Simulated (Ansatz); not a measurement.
# One shape, several levels: doublet [BH3]−

We compute a comparison of 6 runs (UHF/STO-3G, UB3LYP/6-31G*, U-r2SCAN/def2-TZVPPD, UCAM-B3LYP/def2-TZVPPD, UPBE0/def2-TZVPPD, UCCSD(T)/def2-TZVPPD) of doublet [BH3]−. 

The results are computed with Ansatz 0.2.0.

32 further runs of the same task are left out: 32 set aside as unsound or not needed.

## (1) The structure to begin with

[BH3]− has 4 atoms, charge -1, and is taken as a doublet. As SMILES of the parent species, `B`. The shape is that of a PBE0-D4/def2-TZVP optimisation. That shape belongs to the parent species and isn't relaxed for this state.

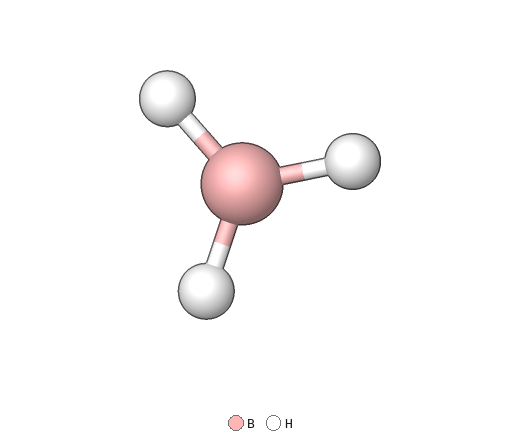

Viewed from a chosen angle; boron pink, hydrogen white.

## (2) The energy at UHF/STO-3G (run 1)

The input, run.yaml:

```yaml
crystal:
  periodic: [false, false, false]
  atoms:
    - {symbol: B, position_ang: [0.013900, -0.015100, -0.005100]}
    - {symbol: H, position_ang: [0.982200, 0.381700, 0.568800]}
    - {symbol: H, position_ang: [-0.276200, -1.171800, 0.043000]}
    - {symbol: H, position_ang: [-0.664400, 0.744900, -0.626900]}
basis:
  gaussian:
    orbitals: STO-3G
output: {orbitals: {seedname: orbitals}}
total_charge: -1
accuracy: high
hamiltonian:
  xc: hf
magnetization:
  spin_polarized: true
  initial_magnetization: 1
```

Run with:

```sh
$ ansatz run run.yaml --threads 1 --pin off --max-ram 3480MiB --events-out events.jsonl --progress --plain --runs-dir runs
```

Log:

```text
Warning: RAYON_NUM_THREADS=1 ignored (pool sized by the plan → 1); use --threads N
Functional definition: HF
  name "HF"
  exchange = exact_x
  correlation = 0
108 factors; integrals over basis functions are off by at most 5.1e-9 eV
mean field evaluation 1: about -703.2954 eV, gradient 7.5e0 eV
mean field evaluation 2: about -703.3071 eV, gradient 7.5e0 eV
mean field evaluation 4: about -703.8502 eV, gradient 6.6e-1 eV
mean field evaluation 8: about -703.8580 eV, gradient 8.0e-7 eV
mean field -703.85797114 eV, -25.8663033473 hartree, gradient 1.6e-8 eV, S^2 0.764027; 0 other end points of the search recorded, 0 dependent functions left out
reference -703.85797114 eV, -25.8663033473 hartree; 5, 4 occupied and 3, 4 virtual orbitals, 108 factors
Total energy: -703.85797114 eV, -25.8663033473 hartree
```

Wall time 0.04 s (1 thread of Arm Neoverse V2, shared host).

## (3) The energy at UB3LYP/6-31G(d) (Cartesian functions) (run 2)

The input, input.yaml:

```yaml
crystal:
  periodic: [false, false, false]
  atoms:
    - {symbol: B, position_ang: [0.013900, -0.015100, -0.005100]}
    - {symbol: H, position_ang: [0.982200, 0.381700, 0.568800]}
    - {symbol: H, position_ang: [-0.276200, -1.171800, 0.043000]}
    - {symbol: H, position_ang: [-0.664400, 0.744900, -0.626900]}
basis:
  gaussian:
    orbitals: "6-31G*"
magnetization:
  spin_polarized: true
  initial_magnetization: 1
hamiltonian:
  xc: {name: B3LYP}
accuracy: high
total_charge: -1
output: {orbitals: {seedname: orbitals}}
```

Run with:

```sh
$ ansatz run input.yaml --threads 1 --pin off --max-ram 3480MiB --events-out events.jsonl --progress --plain --runs-dir runs
```

Log:

```text
Warning: RAYON_NUM_THREADS=1 ignored (pool sized by the plan → 1); use --threads N
Functional definition: B3LYP
  name "B3LYP"
  parameter a0 = 0.2
  parameter ax = 0.72
  parameter ac = 0.81
  exchange = (1 - a0 - ax)*slater_x + ax*b88_x + a0*exact_x
  correlation = (1 - ac)*vwn_rpa_c + ac*lyp_c
417 factors; integrals over basis functions are off by at most 2.3e-9 eV
mean field evaluation 1: about -723.0111 eV, gradient 4.1e0 eV
mean field evaluation 2: about -723.1089 eV, gradient 2.4e0 eV
mean field evaluation 4: about -723.1485 eV, gradient 8.1e-2 eV
mean field evaluation 8: about -723.1466 eV, gradient 2.0e-3 eV
mean field evaluation 16: about -723.1466 eV, gradient 3.5e-8 eV
mean field -723.14662155 eV, -26.5751481754 hartree, gradient 3.5e-8 eV, S^2 0.753665; 0 other end points of the search recorded, 0 dependent functions left out
reference -723.14664837 eV, -26.5751491611 hartree; 5, 4 occupied and 16, 17 virtual orbitals, 417 factors
Total energy: -723.14664837 eV, -26.5751491611 hartree
```

It took 0.8 s on 1 thread of Arm Neoverse V2, shared host; peak memory 0.097 GiB.

Runs 3 to 4 aren't shown in full; the table further down has their settings and results.

## (4) A single-point energy at UPBE0/def2-TZVPPD (run 5)

The input, in.yaml:

```yaml
crystal:
  periodic: [false, false, false]
  atoms:
    - {symbol: B, position_ang: [0.013900, -0.015100, -0.005100]}
    - {symbol: H, position_ang: [0.982200, 0.381700, 0.568800]}
    - {symbol: H, position_ang: [-0.276200, -1.171800, 0.043000]}
    - {symbol: H, position_ang: [-0.664400, 0.744900, -0.626900]}
basis:
  gaussian:
    orbitals: def2-TZVPPD.json
total_charge: -1
magnetization:
  spin_polarized: true
  initial_magnetization: 1
hamiltonian:
  xc: {name: PBE0}
accuracy: high
output:
  orbitals: {seedname: orbitals}
```

The basis set def2-TZVPPD is read from a file made from the Basis Set Exchange's data (not shown).

Run with:

```sh
$ ansatz run in.yaml --threads 1 --pin off --max-ram 3480MiB --events-out events.jsonl --progress --plain --runs-dir runs
```

Log:

```text
Warning: RAYON_NUM_THREADS=1 ignored (pool sized by the plan → 1); use --threads N
Functional definition: PBE0
  name "PBE0"
  parameter a = 0.25
  parameter kappa = 0.804
  parameter beta = 0.06672455060314922
  exchange = (1 - a)*pbe_x(kappa = kappa, mu = beta*pi^2/3) + a*exact_x
  correlation = pbe_c(beta = beta)
1349 factors; integrals over basis functions are off by at most 2.9e-9 eV
mean field evaluation 1: about -722.5039 eV, gradient 6.3e0 eV
mean field evaluation 2: about -722.6236 eV, gradient 5.2e0 eV
mean field evaluation 4: about -722.8253 eV, gradient 8.6e-2 eV
mean field evaluation 8: about -722.8245 eV, gradient 3.1e-3 eV
mean field evaluation 16: about -722.8245 eV, gradient 2.2e-7 eV
mean field -722.82454969 eV, -26.5633122530 hartree, gradient 2.4e-8 eV, S^2 0.753817; 3 other end points of the search recorded, 0 dependent functions left out
reference -722.82455191 eV, -26.5633123346 hartree; 5, 4 occupied and 83, 84 virtual orbitals, 1349 factors
Total energy: -722.82455191 eV, -26.5633123346 hartree
```

Run time: 3.3 s. Hardware: 1 thread of Arm Neoverse V2, shared host; peak memory 0.19 GiB.

## (5) A single-point energy at UCCSD(T)/def2-TZVPPD (run 6)

The input, in.yaml:

```yaml
crystal:
  periodic: [false, false, false]
  atoms:
    - {symbol: B, position_ang: [0.013900, -0.015100, -0.005100]}
    - {symbol: H, position_ang: [0.982200, 0.381700, 0.568800]}
    - {symbol: H, position_ang: [-0.276200, -1.171800, 0.043000]}
    - {symbol: H, position_ang: [-0.664400, 0.744900, -0.626900]}
basis:
  gaussian: {orbitals: def2-TZVPPD.json}
total_charge: -1
magnetization: {spin_polarized: true, initial_magnetization: 1}
correlation: {method: ccsd_t, frozen_orbitals: {B: 1, H: 0}}
accuracy: high
scf: {omitted_lower_state_checks: [cluster_reference, increment]}
```

The basis set def2-TZVPPD is read from a file made from the Basis Set Exchange's data (not shown).

Run with:

```sh
$ ansatz run in.yaml --threads 1 --pin off --max-ram 3480MiB --events-out events.jsonl --progress --plain --runs-dir runs
```

Log:

```text
Warning: RAYON_NUM_THREADS=1 ignored (pool sized by the plan → 1); use --threads N
[... 13 lines left out ...]
1 core orbitals not correlated: weight in the atoms' cores, before any rotation towards them, 1.000 or more for the frozen orbitals, at most 0.000 for the correlated occupied ones
[... 26 lines left out ...]
Total energy: -721.87141522 eV, -26.5282852074 hartree
Checks for a lower state left out: cluster_reference, increment
```

Wall time 11 s (1 thread of Arm Neoverse V2, shared host); peak memory 0.93 GiB.

## (6) Overview of the runs

| run | level | Cartesian functions | frozen core orbitals | energy (Eh) | HOMO energy (eV) | LUMO energy (eV) | ⟨S²⟩ | wall time |
| --- | --- | --- | --- | --- | --- | --- | --- | --- |
| 1 | UHF/STO-3G | no | – | -25.866303 | 4.52 | 20.92 | 0.764 | 0.04 s |
| 2 | UB3LYP/6-31G* (Cartesian functions) | yes | – | -26.575149 | 3.99 | 7.52 | 0.754 | 0.8 s |
| 3 | U-r2SCAN/def2-TZVPPD | no | – | -26.587914 | 2.76 | 4.47 | 0.756 | 5.1 s |
| 4 | UCAM-B3LYP/def2-TZVPPD | no | – | -26.586677 | 1.18 | 4.44 | 0.753 | 3.6 s |
| 5 | UPBE0/def2-TZVPPD | no | – | -26.563312 | 2.20 | 4.03 | 0.754 | 3.3 s |
| 6 | UCCSD(T)/def2-TZVPPD | no | 1 | -26.528285 | – | – | 0.759 | 11 s |

## (7) Outcome

| quantity | value |
| --- | --- |
| run 6: total energy | -26.52829 Eh |
| run 6: correlation energy (1 core orbital frozen) | -162.9 mEh |
| run 6: (T) correction | -4.66 mEh |
| run 6: ⟨S²⟩ of the reference determinant | 0.759 |
| run 6: T1 diagnostic | 0.011 |

In words: Totals of different functionals can't be ranked against each other. In runs 1, 2, 3, 4, 5 the HOMO lies above zero, so the outermost electron may be held by the basis alone. In run 1 the basis is minimal, so the values are rough. All runs together took 24 s, the longest 11 s.
